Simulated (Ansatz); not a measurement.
## Fields on a plane of NiSi2 (fluorite type, space group Fm-3m)

```
CELL_PARAMETERS angstrom
      0.00000     2.72225     2.72225
      2.72225     0.00000     2.72225
      2.72225     2.72225     0.00000
ATOMIC_POSITIONS crystal
  Ni 0.00000 0.00000 0.00000
  Si 0.25000 0.25000 0.25000
  Si 0.75000 0.75000 0.75000
```

The slice is a {111} plane (indices of the conventional cell) through the point (0.750, 0.750, 0.750) (fractional), spanned by u = [100] and v = [-1 2 0] in vectors of this cell: u (3.85 Å) and v (6.67 Å, at 90° to u). It covers one period; positions are fractions (u, v).

Atoms on it: Si at (0.00, 0.00); Si at (0.50, 0.50). Other atoms lie within 1 Å of the plane.

Method: PBE (plane waves to 420 eV, PAW, scalar-relativistic; Ansatz, a first-principles code). k mesh 15×15×15. Near the nuclei the fields are pseudised (PAW); where an atom keeps semicore shells as valence, they peak there. NiSi2 is run without spin polarisation. NiSi2 was relaxed with its symmetry unable to fall.

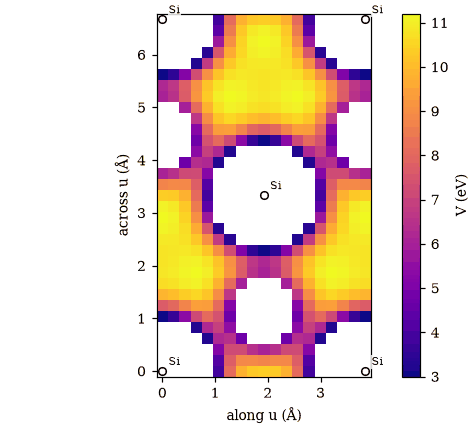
Figure: Electrostatic potential energy of an electron, from the cell's mean, in eV, one period of the plane, atoms marked. Points within 1 Å of a nucleus are left white, as the pseudised field means little there. Values under 3 eV are set to 3. The zero, the cell's mean, hangs on the PAW cores.

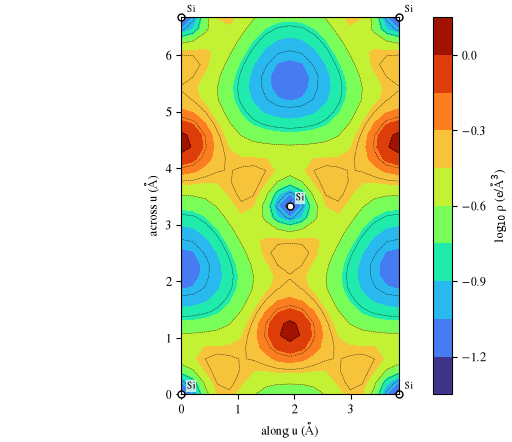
Figure. Log₁₀ of the valence density in e/Å³, one period of the plane, atoms marked. The scale is logarithmic, as a density can span decades between atoms and voids.
